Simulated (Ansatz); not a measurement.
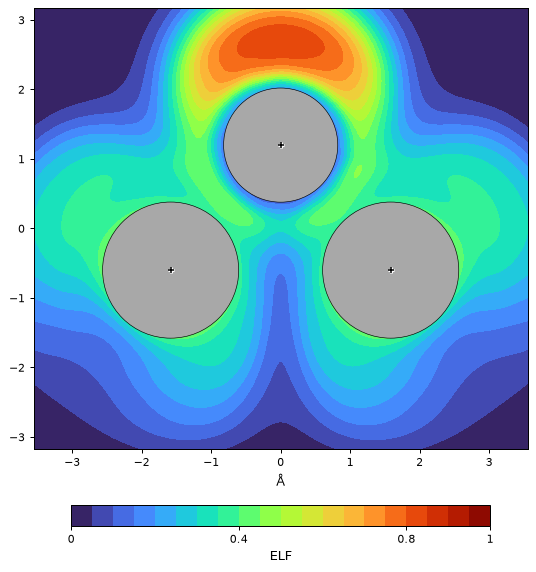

The ELF on a plane through atoms (crosses mark nuclei in the plane; grey discs cover the cores).

Computed with UKS PBE0-D4/def2-TZVPD (Ansatz 0.2.0).

Candidates:
A. Au₂Ge (charge −1, doublet)
B. F₂Mg (charge −1, doublet)

**Which system is this?**

Candidate A: Au₂Ge on the molecular plane, which holds Au and Ge. Ge–Au (2.40 Å): the ELF is about 0.45 at the midpoint.
